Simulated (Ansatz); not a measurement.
**ZrAl2N3: what a guessed cell relaxes into**

The task: take a trial cell of ZrAl2N3 to zero force and stress.

Method: DFT PBE, scalar-relativistic, plane waves, PAW, in Ansatz 0.2.0.

## Step 1: Starting point

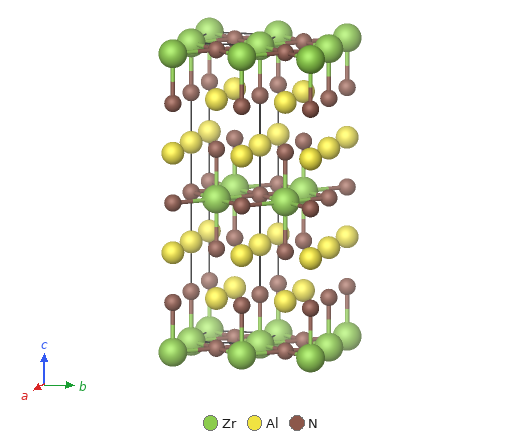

Start, viewed slightly off an axis; zirconium green, aluminium yellow, nitrogen brown. 2×2×1 cells are drawn. Atoms on the faces are drawn again on the opposite ones. The cell drawn here is the conventional one.

Coordinates:

```cif
data_structure
_symmetry_space_group_name_H-M 'I4/mmm'
_symmetry_Int_Tables_number 139
_cell_length_a 3.3395
_cell_length_b 3.3395
_cell_length_c 14.1685
_cell_angle_alpha 90.000
_cell_angle_beta 90.000
_cell_angle_gamma 90.000
_cell_volume 158.01
loop_
_atom_site_label
_atom_site_type_symbol
_atom_site_symmetry_multiplicity
_atom_site_Wyckoff_symbol
_atom_site_fract_x
_atom_site_fract_y
_atom_site_fract_z
_atom_site_occupancy
Zr1 Zr 2 a 0.00000 0.00000 0.00000 1
Al1 Al 4 e 0.50000 0.50000 0.16667 1
N1 N 4 e 0.50000 0.50000 0.33333 1
N2 N 2 b 0.50000 0.50000 0.00000 1
```

The start is an ordering of an alloy on its end members' structure types: elements ordered on the sites of the ZrN type, Zr/Al on Zr (I4/mmm, No. 139).

## Step 2: The guess as it stands, on a coarse mesh

Input file input.yaml:

```yaml
crystal:
  lattice:
    - [-1.6697703, 1.6697703, 7.08423543]
    - [1.6697703, -1.6697703, 7.08423543]
    - [1.6697703, 1.6697703, -7.08423543]
  atoms:
    - { symbol: Zr, position: [0.0, 0.0, 0.0] }
    - { symbol: Al, position: [0.66666667, 0.66666667, 0.0] }
    - { symbol: Al, position: [0.33333333, 0.33333333, 0.0] }
    - { symbol: "N", position: [0.83333333, 0.83333333, 0.0] }
    - { symbol: "N", position: [0.5, 0.5, 0.0] }
    - { symbol: "N", position: [0.16666667, 0.16666667, 0.0] }
basis:
  ecutwfc: 420
kpoints:
  mp_grid: { grid: [8, 8, 8] }
hamiltonian:
  xc: pbe
scf:
  occupations: { method: gaussian, width: 0.1 }
  lower_state_search: "off"
output:
  forces: true
  stress: true
  eigenvalues: true
```

On the command line:

```console
$ ansatz run input.yaml --threads 1 --pin off --max-ram 2560MiB --backend cpu --events-out ev --progress --plain --runs-dir out
```

Output, cut to the lines that bear on the results:

```text
Warning: RAYON_NUM_THREADS=1 ignored (pool sized by the plan → 1); use --threads N
[...]
Pseudopotentials: kind: paw
Pseudopotential: Zr, paw, valence charge 12, recommended cutoff 420 eV (normal), Zr.paw.azcp
Pseudopotential: Al, paw, valence charge 3, recommended cutoff 420 eV (normal), Al.paw.azcp
Pseudopotential: N, paw, valence charge 5, recommended cutoff 420 eV (normal), N.paw.azcp
Functional definition: PBE
[...]
Crystal: 6 atoms, lattice volume = 79.007 Å³
Basis set: ecut = 420 eV, 1555 PW (Γ), FFT grids on a1+a3, a2+a3, a3, exchange–correlation on 48×48×100 points (8 copies of the dense FFT grid, shifted against one another)
Bands: 23, of which v1, the nominal top of the filled ones, is band 17 counted from 1 (16 counted from 0)
[...]
Free energy (F): -6414.754510 eV
[...]
E sigma→0 (E₀):  -6414.750575 eV
Entropy (-TS):   -0.007870 eV (-1.312 meV/atom)
Fermi energy:    10.686733 eV
[...]
--- Forces (eV/Å), atoms counted from 1 ---
  atom   1  Zr    -0.00000000     0.00000000    -0.00000000
  atom   2  Al     0.00000000    -0.00000000     0.72136895
  atom   3  Al     0.00000000     0.00000000    -0.72136895
  atom   4  N     -0.00000000     0.00000000    -0.38703638
  atom   5  N     -0.00000000     0.00000000     0.00000000
  atom   6  N      0.00000000    -0.00000000     0.38703638
[...]
--- Stress (GPa, compression-positive) ---
      -31.984533       0.000000      -0.000000
        0.000000     -31.984533       0.000000
       -0.000000      -0.000000     -31.299679
  P = ⅓ Tr σ = -31.7562 GPa (-317.562 kbar)
--- Band table (eV; the first three rows and the last of 59) ---
[... band rows left out ...]
[...]
```

Wall time 7.4 s (1 thread of Intel Xeon Platinum 8259CL at 2.50GHz (Skylake/Cascade Lake), shared host); peak memory 0.45 GiB.

From the probe: pressure -31.8 GPa, largest force 0.72 eV/Å, gap on this mesh none (metal). A cheap, loose relaxation comes first.

## Step 3: A loose first relaxation

input.yaml: that of step 2 with these lines changed.

```diff
@@ -25 +25,6 @@
   eigenvalues: true
+relax:
+  adjacent_minimum: "off"
+  f_tol: 0.04
+  max_steps: 70
+  cell: { stress_tol: 0.4 }
```

On the command line:

```console
$ ansatz run input.yaml --threads 1 --pin off --max-ram 2560MiB --backend cpu --events-out ev --progress --plain --runs-dir out
```

Output:

```text
Warning: RAYON_NUM_THREADS=1 ignored (pool sized by the plan → 1); use --threads N
basis.fft_grid_basis auto: the FFT boxes are laid along the combinations [[1, 0, 1], [0, 1, 1], [0, 0, 1]] of the cell's own vectors, 3.340, 3.340 and 7.467 Å long. The dense box has 24×24×50 points. Along the cell's own vectors, as sized, it would have 50×50×50, 4.34 times as many. Of the 16 symmetry operations that the crystal satisfies within crystal.symmetry.tolerance (time reversal apart; of a slab, those that keep its plane) the dense box along the cell's own vectors carries 16, and the one as laid loses 12 of those. basis.fft_grid_basis: typed keeps the cell's own vectors: state it where this run's energies or levels are differenced outside the engine with another run's, or held beside a run that keeps those vectors.
Engine: ansatz 0.2.0, x86_64-unknown-linux-gnu
[... 5 set-up lines as earlier in the session ...]
  parameter kappa = 0.804
  parameter beta = 0.06672455060314922
  exchange = pbe_x(kappa = kappa, mu = beta*pi^2/3)
  correlation = pbe_c(beta = beta)
Crystal: 6 atoms, lattice volume = 79.007 Å³
Basis set: ecut = 420 eV, 1555 PW (Γ), FFT grids on a1+a3, a2+a3, a3, exchange–correlation on 48×48×100 points (8 copies of the dense FFT grid, shifted against one another)
Bands: 23, of which v1, the nominal top of the filled ones, is band 17 counted from 1 (16 counted from 0)
Symmetry: 16 space group operations
Space group: I4/mmm (ITA 139), of the structure as read, at distance tolerance 4.3e-5 Å
k-points: 59 of 512
Non-local potential: Zr, projectors of the file, l = 0: 3, l = 1: 2, l = 2: 2, l = 3: 2
Non-local potential: Al, projectors of the file, l = 0: 2, l = 1: 2, l = 2: 1
Non-local potential: N, projectors of the file, l = 0: 2, l = 1: 2, l = 2: 1
PAW form: soft (Blöchl's): semilocal exchange-correlation on the pseudo side does not see the compensation charge
PAW one-centre angular grid: Zr, 590 points (default); XC on 64 Gauss nodes
PAW one-centre angular grid: Al, 110 points (default); XC on 64 Gauss nodes
PAW one-centre angular grid: N, 110 points (default); XC on 64 Gauss nodes
Initial density: superposition of atomic densities (neutral atoms: chi_scale 0, normalization atom), corrected by the library's trained network
Initial wavefunctions: pseudopotential atomic-orbital guess
Functional: x = pbe(κ = 0.804, μ = 0.2195149727645171), c = pbe(β = 0.06672455060314922)
SCF iter   1: F=—  HF=-6414.796676 eV  |F-HF|=—  |Δ(HF+E_count)|=         —  Δρ=8.29e-3  dr2=2.36e-1  ethr=1.77e-3  ⟨swp⟩=6.1  Hψ=6622  notcnv=0
preconditioner: auto → Kerker (q_TF=auto, 2.359 Å⁻¹)  [metal: Δε(μ)=0.004 eV  Ē_g=9.115 eV  σ=0.100 eV  W_gap=0.02  n_scr=20 (ndim 8)  ℏωp=20.9 eV  f_vac=0.000  D(μ)=1.77/eV (n_scr^D=12)]
SCF iter   2: F=—  HF=-6414.767857 eV  |F-HF|=—  |Δ(HF+E_count)|=   2.88e-2  Δρ=3.80e-3  dr2=5.68e-2  ethr=7.14e-4  ⟨swp⟩=1.2  Hψ=1841  notcnv=0  defer=5
SCF iter   3: F=—  HF=-6414.759212 eV  |F-HF|=—  |Δ(HF+E_count)|=   8.64e-3  Δρ=2.04e-3  dr2=2.19e-2  ethr=1.72e-4  ⟨swp⟩=1.1  Hψ=1290  notcnv=0  defer=5
SCF iter   4: F=—  HF=-6414.754722 eV  |F-HF|=—  |Δ(HF+E_count)|=   4.49e-3  Δρ=8.96e-4  dr2=7.09e-4  ethr=6.63e-5  ⟨swp⟩=2.2  Hψ=1597  notcnv=0  defer=5
SCF iter   5: F=—  HF=-6414.754613 eV  |F-HF|=—  |Δ(HF+E_count)|=   1.09e-4  Δρ=4.87e-4  dr2=3.20e-4  ethr=2.15e-6  ⟨swp⟩=2.0  Hψ=2260  notcnv=0  defer=31
SCF iter   6: F=—  HF=-6414.754559 eV  |F-HF|=—  |Δ(HF+E_count)|=   5.46e-5  Δρ=1.44e-4  dr2=2.81e-5  ethr=9.71e-7  ⟨swp⟩=2.0  Hψ=1780  notcnv=0  defer=31
SCF iter   7: F=—  HF=-6414.754510 eV  |F-HF|=—  |Δ(HF+E_count)|=   4.83e-5  Δρ=4.00e-5  dr2=2.64e-6  ethr=8.52e-8  ⟨swp⟩=2.3  Hψ=1978  notcnv=0  defer=50
SCF iter   8: F=—  HF=-6414.754510 eV  |F-HF|=—  |Δ(HF+E_count)|=   4.01e-7  Δρ=1.19e-5  dr2=2.05e-7  ethr=8.00e-9  ⟨swp⟩=2.3  Hψ=1970  notcnv=0  defer=50
SCF iter   9: F=-6414.754510 eV  HF=-6414.754510 eV  |F-HF|=2.71e-9  |Δ(HF+E_count)|=   1.24e-9  Δρ=2.55e-6  dr2=6.74e-9  ethr=3.03e-10  ⟨swp⟩=7.9  Hψ=4986  notcnv=0
SCF 1 converged in 9 iterations: F = -6414.754510 eV  dr2 = 6.74e-9
relax step   1: F+E_penalty+E_count = -6414.75451007 eV  Δ(F+E_penalty+E_count) = +0.000e0 eV  max|allowed force component| = 7.214e-1 eV/Å  Δτ_max = 0.0000 Å  P = -31.756 GPa  Ω = 79.007 Å³  (9 SCF iters, dr2 threshold 1.00e-7 eV, accepted)
Crystal: 6 atoms, lattice volume = 68.081 Å³
Basis set: ecut = 420 eV, 1347 PW (Γ), FFT grids on a1+a3, a2+a3, a3, exchange–correlation on 48×48×100 points (8 copies of the dense FFT grid, shifted against one another)
Initial density: handed on by an earlier stage of this run
Initial wavefunctions: those handed on with the density
iter 1 solved again at ethr=2.86e-3 eV; its pass at ethr=3.10e-3 eV (dr2=9.43e-1 eV) is discarded
SCF iter   1: F=—  HF=-6416.867251 eV  |F-HF|=—  |Δ(HF+E_count)|=         —  Δρ=2.16e-2  dr2=9.47e-1  ethr=2.86e-3  ⟨swp⟩=1.0  Hψ=8055  notcnv=0
preconditioner: auto → Kerker (q_TF=auto, 2.418 Å⁻¹)  [metal: Δε(μ)=0.037 eV  Ē_g=10.424 eV  σ=0.100 eV  W_gap=0.21  n_scr=12 (ndim 8)  ℏωp=22.5 eV  f_vac=0.000  D(μ)=2.51/eV (n_scr^D=20)]
SCF iter   2: F=—  HF=-6416.717960 eV  |F-HF|=—  |Δ(HF+E_count)|=   1.49e-1  Δρ=9.86e-3  dr2=3.57e-1  ethr=2.86e-3  ⟨swp⟩=2.1  Hψ=1683  notcnv=0
SCF iter   3: F=—  HF=-6416.652685 eV  |F-HF|=—  |Δ(HF+E_count)|=   6.53e-2  Δρ=5.23e-3  dr2=7.53e-2  ethr=1.08e-3  ⟨swp⟩=2.1  Hψ=2095  notcnv=0  defer=67
SCF iter   4: F=—  HF=-6416.637091 eV  |F-HF|=—  |Δ(HF+E_count)|=   1.56e-2  Δρ=2.44e-3  dr2=8.10e-3  ethr=2.28e-4  ⟨swp⟩=1.9  Hψ=1797  notcnv=0  defer=74
SCF iter   5: F=—  HF=-6416.634875 eV  |F-HF|=—  |Δ(HF+E_count)|=   2.22e-3  Δρ=1.12e-3  dr2=1.77e-3  ethr=2.45e-5  ⟨swp⟩=2.7  Hψ=2601  notcnv=0  defer=74
SCF iter   6: F=—  HF=-6416.634566 eV  |F-HF|=—  |Δ(HF+E_count)|=   3.09e-4  Δρ=4.57e-4  dr2=1.28e-4  ethr=5.37e-6  ⟨swp⟩=2.0  Hψ=1782  notcnv=0  defer=74
SCF iter   7: F=—  HF=-6416.634582 eV  |F-HF|=—  |Δ(HF+E_count)|=   1.65e-5  Δρ=1.09e-4  dr2=2.08e-5  ethr=3.88e-7  ⟨swp⟩=2.1  Hψ=1995  notcnv=0  defer=73
SCF iter   8: F=-6416.634577 eV  HF=-6416.634577 eV  |F-HF|=2.18e-7  |Δ(HF+E_count)|=   4.97e-6  Δρ=2.31e-5  dr2=4.42e-7  ethr=1.82e-9  ⟨swp⟩=8.3  Hψ=6991  notcnv=0
SCF 2 converged in 8 iterations: F = -6416.634577 eV  dr2 = 4.42e-7
relax step   2: F+E_penalty+E_count = -6416.63457705 eV  Δ(F+E_penalty+E_count) = -1.880e0 eV  max|allowed force component| = 1.482e0 eV/Å  Δτ_max = 0.0355 Å  P = -18.534 GPa  Ω = 68.081 Å³  energy of the carried Pulay correction = +2.576e-2 eV  (8 SCF iters, dr2 threshold 6.00e-7 eV, accepted)
Crystal: 6 atoms, lattice volume = 59.760 Å³
Basis set: ecut = 420 eV, 1161 PW (Γ), FFT grids on a1+a3, a2+a3, a3, exchange–correlation on 48×48×100 points (8 copies of the dense FFT grid, shifted against one another)
iter 1 solved again at ethr=1.36e-3 eV; its pass at ethr=3.10e-3 eV (dr2=4.50e-1 eV) is discarded
SCF iter   1: F=—  HF=-6417.522751 eV  |F-HF|=—  |Δ(HF+E_count)|=         —  Δρ=2.57e-2  dr2=4.54e-1  ethr=1.36e-3  ⟨swp⟩=1.0  Hψ=8333  notcnv=0
preconditioner: auto → Kerker (q_TF=auto, 2.471 Å⁻¹)  [metal: Δε(μ)=0.051 eV  Ē_g=11.591 eV  σ=0.100 eV  W_gap=0.27  n_scr=12 (ndim 8)  ℏωp=24.0 eV  f_vac=0.000  D(μ)=1.07/eV (n_scr^D=2)]
SCF iter   2: F=—  HF=-6417.408542 eV  |F-HF|=—  |Δ(HF+E_count)|=   1.14e-1  Δρ=1.02e-2  dr2=1.01e-1  ethr=1.36e-3  ⟨swp⟩=2.1  Hψ=2231  notcnv=0
SCF iter   3: F=—  HF=-6417.381649 eV  |F-HF|=—  |Δ(HF+E_count)|=   2.69e-2  Δρ=4.79e-3  dr2=3.28e-2  ethr=3.07e-4  ⟨swp⟩=1.3  Hψ=1506  notcnv=0  defer=2
SCF iter   4: F=—  HF=-6417.372062 eV  |F-HF|=—  |Δ(HF+E_count)|=   9.59e-3  Δρ=1.53e-3  dr2=2.76e-3  ethr=9.94e-5  ⟨swp⟩=2.2  Hψ=2293  notcnv=0  defer=5
SCF iter   5: F=—  HF=-6417.371519 eV  |F-HF|=—  |Δ(HF+E_count)|=   5.44e-4  Δρ=8.96e-4  dr2=1.06e-3  ethr=8.35e-6  ⟨swp⟩=2.1  Hψ=1949  notcnv=0  defer=5
SCF iter   6: F=—  HF=-6417.371313 eV  |F-HF|=—  |Δ(HF+E_count)|=   2.05e-4  Δρ=2.09e-4  dr2=6.27e-5  ethr=3.23e-6  ⟨swp⟩=2.1  Hψ=1648  notcnv=0  defer=5
SCF iter   7: F=—  HF=-6417.371222 eV  |F-HF|=—  |Δ(HF+E_count)|=   9.12e-5  Δρ=4.94e-5  dr2=1.80e-6  ethr=1.90e-7  ⟨swp⟩=2.0  Hψ=1789  notcnv=0  defer=10
SCF iter   8: F=-6417.371222 eV  HF=-6417.371222 eV  |F-HF|=4.28e-8  |Δ(HF+E_count)|=   3.50e-7  Δρ=1.25e-5  dr2=9.76e-8  ethr=1.82e-9  ⟨swp⟩=8.8  Hψ=6545  notcnv=0
SCF 3 converged in 8 iterations: F = -6417.371222 eV  dr2 = 9.76e-8
relax step   3: F+E_penalty+E_count = -6417.37122175 eV  Δ(F+E_penalty+E_count) = -7.366e-1 eV  max|allowed force component| = 6.003e-1 eV/Å  Δτ_max = 0.1406 Å  P = +4.338 GPa  Ω = 59.760 Å³  energy of the carried Pulay correction = +4.810e-2 eV  (8 SCF iters, dr2 threshold 6.00e-7 eV, accepted)
[... 12 lines left out ...]
relax step   4: F+E_penalty+E_count = -6417.38452456 eV  Δ(F+E_penalty+E_count) = -1.330e-2 eV  max|allowed force component| = 3.277e-1 eV/Å  Δτ_max = 0.0371 Å  P = -1.958 GPa  Ω = 61.219 Å³  energy of the carried Pulay correction = +4.399e-2 eV  (6 SCF iters, dr2 threshold 6.00e-7 eV, accepted)
[... 10 lines left out ...]
relax step   5: F+E_penalty+E_count = -6417.39635618 eV  Δ(F+E_penalty+E_count) = -1.183e-2 eV  max|allowed force component| = 1.829e-2 eV/Å  Δτ_max = 0.0157 Å  P = -0.110 GPa  Ω = 60.769 Å³  energy of the carried Pulay correction = +4.525e-2 eV  (5 SCF iters, dr2 threshold 6.00e-7 eV, accepted)
[... 11 lines left out ...]
relax step   6: F+E_penalty+E_count = -6417.38244118 eV  Δ(F+E_penalty+E_count) = +1.391e-2 eV  max|allowed force component| = 1.841e-2 eV/Å  Δτ_max = 0.0000 Å  P = -0.549 GPa  Ω = 60.769 Å³  stress off target by 7.32e-1 GPa  SCF on the basis re-selected at this cell (its energy is not comparable with the rows above)  (6 SCF iters)
[... 10 lines left out ...]
relax step   7: F+E_penalty+E_count = -6417.38326257 eV  Δ(F+E_penalty+E_count) = -8.214e-4 eV  max|allowed force component| = 1.284e-2 eV/Å  Δτ_max = 0.0032 Å  P = -0.000 GPa  Ω = 60.610 Å³  energy of the carried Pulay correction = +4.605e-4 eV  (5 SCF iters, dr2 threshold 6.00e-7 eV, accepted)
iter 1 solved again at ethr=1.15e-8 eV; its pass at ethr=3.10e-3 eV (dr2=3.81e-6 eV) is discarded
SCF iter   1: F=—  HF=-6417.382833 eV  |F-HF|=—  |Δ(HF+E_count)|=         —  Δρ=2.28e-5  dr2=4.29e-7  ethr=1.15e-8  ⟨swp⟩=3.1  Hψ=10842  notcnv=0
preconditioner: auto → Kerker (q_TF=auto, 2.465 Å⁻¹)  [metal: Δε(μ)=0.116 eV  Ē_g=11.416 eV  σ=0.100 eV  W_gap=0.46  n_scr=12 (ndim 8)  ℏωp=23.8 eV  f_vac=0.000  D(μ)=1.42/eV (n_scr^D=4)]
SCF iter   2: F=—  HF=-6417.382830 eV  |F-HF|=—  |Δ(HF+E_count)|=   2.44e-6  Δρ=1.07e-5  dr2=8.81e-8  ethr=1.30e-9  ⟨swp⟩=2.0  Hψ=2308  notcnv=0
SCF iter   3: F=—  HF=-6417.382830 eV  |F-HF|=—  |Δ(HF+E_count)|=   6.31e-9  Δρ=4.90e-6  dr2=2.99e-8  ethr=2.67e-10  ⟨swp⟩=1.0  Hψ=1358  notcnv=0
SCF iter   4: F=—  HF=-6417.382830 eV  |F-HF|=—  |Δ(HF+E_count)|=   3.55e-9  Δρ=2.26e-6  dr2=8.09e-9  ethr=9.07e-11  ⟨swp⟩=2.6  Hψ=1991  notcnv=0
SCF iter   5: F=-6417.382830 eV  HF=-6417.382830 eV  |F-HF|=6.10e-10  |Δ(HF+E_count)|=   1.63e-9  Δρ=1.15e-6  dr2=1.03e-9  ethr=1.16e-11  ⟨swp⟩=4.5  Hψ=4417  notcnv=0
SCF 8 converged in 5 iterations: F = -6417.382830 eV  dr2 = 1.03e-9
relax step   8: F+E_penalty+E_count = -6417.38283040 eV  Δ(F+E_penalty+E_count) = +4.322e-4 eV  max|allowed force component| = 1.303e-2 eV/Å  Δτ_max = 0.0000 Å  P = -0.009 GPa  Ω = 60.610 Å³  stress off target by 1.90e-1 GPa  SCF on the basis re-selected at this cell (its energy is not comparable with the rows above)  (5 SCF iters)
basis re-selected at this cell: Δ(F+E_penalty+E_count) = +4.322e-4 eV, ΔP = -0.009 GPa vs the last step (what re-selecting the basis moved, of the pressure what is left beyond the Pulay correction that the steps carried, after the strain that the cell walked since its last selection, with what the two solves' SCF thresholds leave and, on support functions, any second-order correction that the steps lacked; it is no measure of the basis error at this ecutwfc). This SCF's stress stands 1.90e-1 GPa from its target on what of the cell is left free (relax.cell.stress_tol is 4.00e-1 GPa) and its largest allowed force component is 1.30e-2 eV/Å (relax.f_tol is 4.00e-2 eV/Å): within both
SCF converged after 5 iterations
Free energy (F): -6417.382830 eV
Harris-Foulkes:  -6417.382830 eV  (|F-HF|=6.10e-10)
Internal energy: -6417.375704 eV  (E = F + TS)
E sigma→0 (E₀):  -6417.379267 eV
Entropy (-TS):   -0.007126 eV (-1.188 meV/atom)
Fermi energy:    14.864680 eV
--- Per-component energies (eV) ---
  E_band       = 18.832343
  E_kinetic    = 788.286834
  E_local      = -1338.643254  (includes V_loc(G=0)·N_el)
  E_nonlocal   = 230.586568
  E_hartree    = 484.920549
  E_xc         = -428.730926
  E_vxc        = -488.132047  (∫ρ·V_xc dr)
  E_paw        = -4268.947167  (= ΣΔE_a)
  E_vpaw       = -143.106682  (= ΣTr[D̂ρ^β])
  E_aug_tail   = 0.000314  (compensation charges beyond the density's cutoff)
  E_ewald      = -1884.848623
  E_smearing   = -0.007126  (= −TS)
  E_closure    = -0.000000  (closes the sum)
  Σ components = -6417.382830   (vs F -6417.382830, Δ=0.00e0)
--- Forces (eV/Å), atoms counted from 1 ---
  atom   1  Zr    -0.00000000     0.00000000     0.00000000
  atom   2  Al     0.00000000    -0.00000000     0.01303462
  atom   3  Al     0.00000000     0.00000000    -0.01303462
  atom   4  N     -0.00000000     0.00000000     0.01210132
  atom   5  N      0.00000000     0.00000000    -0.00000000
  atom   6  N     -0.00000000     0.00000000    -0.01210132
  max |Σ_I F_I| component: 1.39e-17 eV/Å
--- Stress (GPa, compression-positive) ---
        0.081293       0.000000       0.000000
        0.000000       0.081293       0.000000
        0.000000       0.000000      -0.189842
  P = ⅓ Tr σ = -0.0091 GPa (-0.091 kbar)
--- Band table (eV; the first three rows and the last of 59) ---
  k-point 0: bands = ["-34.6513", "-13.0527", "-12.4604", "-12.4604", "-3.8069", "-1.8311", "-1.1018", "6.9138", "7.4661", "9.5641", "9.5641", "11.0988", "11.0988", "11.4775", "11.9327", "12.0435", "12.0435", "14.9785", "16.7102", "16.7102", "17.5604", "17.5814", "17.8473"]
  k-point 1: bands = ["-34.6236", "-13.0148", "-12.6526", "-12.5800", "-3.4559", "-1.3666", "-0.9761", "6.6547", "7.0546", "8.7453", "9.7443", "10.0463", "10.1444", "10.3716", "11.3504", "11.4735", "13.9279", "16.0093", "16.3267", "17.3818", "18.2301", "18.6220", "19.2333"]
  k-point 2: bands = ["-34.5574", "-12.9929", "-12.9274", "-12.8603", "-2.5537", "-0.8462", "-0.7279", "5.9968", "7.1696", "7.3393", "8.1700", "9.2396", "9.2939", "9.8832", "11.0559", "11.4619", "14.7187", "16.7299", "17.0132", "17.0561", "19.3039", "19.7864", "20.5319"]
  k-point 58: bands = ["-34.6513", "-13.0568", "-12.4604", "-12.4604", "-3.4168", "-2.4144", "-1.0693", "6.9829", "9.0561", "9.5066", "9.6945", "9.6945", "11.0717", "11.0717", "11.7416", "11.7416", "11.9117", "15.8677", "17.1608", "17.1765", "17.1765", "17.5831", "18.4332"]
--- Relaxed structure (6 steps of the walk, 6 accepted, 2 SCFs on fresh bases) ---
  F+E_penalty+E_count = -6417.38283040 eV   max|allowed force component| = 1.303e-2 eV/Å   (the final SCF, on the basis selected at the relaxed cell)
  cell:  # Å, volume = 60.6100 Å³
    - [-1.5357888296220823, 1.5357888296220823, 6.424233175117531]
    - [1.5357888296220823, -1.5357888296220823, 6.424233175117531]
    - [1.5357888296220823, 1.5357888296220823, -6.424233175117531]
  atoms:
    - { symbol: Zr, position: [-6.529892061014521e-19, -6.529892061014521e-19, -1.5619095231388302e-35] }
    - { symbol: Al, position: [0.6719546443742751, 0.6719546443742751, -3.92091048081355e-34] }
    - { symbol: Al, position: [0.328045355625725, 0.328045355625725, -2.8670849841999463e-34] }
    - { symbol: N, position: [0.8238289658635036, 0.8238289658635036, 4.730825834847152e-34] }
    - { symbol: N, position: [0.49999999999999994, 0.49999999999999994, -3.212411129470872e-35] }
    - { symbol: N, position: [0.17617103413649626, 0.17617103413649626, 5.223647319323662e-34] }
```

Run time: 54 s. Hardware: 1 thread of Intel Xeon Platinum 8259CL at 2.50GHz (Skylake/Cascade Lake), shared host; peak memory 0.47 GiB.

The steps of the relaxation:

```csv
step,energy from step 1 (eV/cell),largest force component (eV/Å),pressure (GPa),volume (Å³)
1,0.0000,0.7214,-31.76,79.01
2,-1.8801,1.4825,-18.53,68.08
3,-2.6167,0.6003,4.34,59.76
4,-2.6300,0.3277,-1.96,61.22
5,-2.6418,0.0183,-0.11,60.77
6,-2.6279,0.0184,-0.55,60.77
7,-2.6288,0.0128,0.00,60.61
8,-2.6283,0.0130,-0.01,60.61
```

Step 1 is the start. Steps 6, 8 each repeat the geometry before them on a plane-wave basis chosen anew, so the energy can jump there without any move.

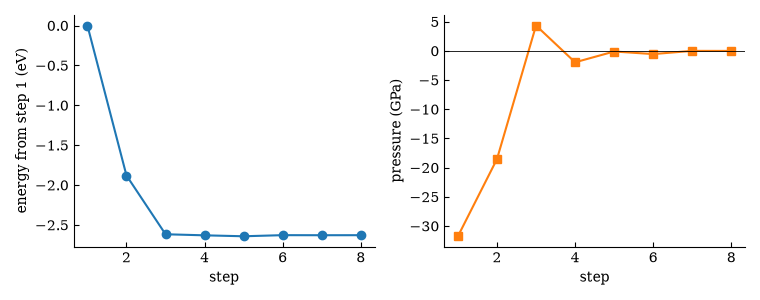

Energy and pressure along the relaxation.

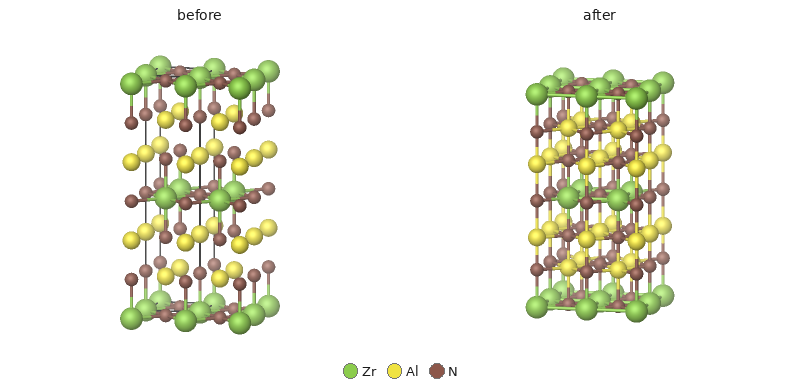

Before and after, at one scale.

Lengths and angles in the start's conventional setting:

|  | before | after | change |
| --- | --- | --- | --- |
| a (Å) | 3.340 | 3.072 | -8.0 % |
| b (Å) | 3.340 | 3.072 | -8.0 % |
| c (Å) | 14.168 | 12.848 | -9.3 % |
| volume (Å³/atom) | 13.17 | 10.10 | -23.3 % |
| shortest distance (Å) | 2.361 | 1.951 | -17.4 % |
| space group (0.01 Å) | I4/mmm | I4/mmm | same |

The run keeps the 16 symmetry operations of the start, so it could not have lowered the symmetry.

[end of part 1 of 2]
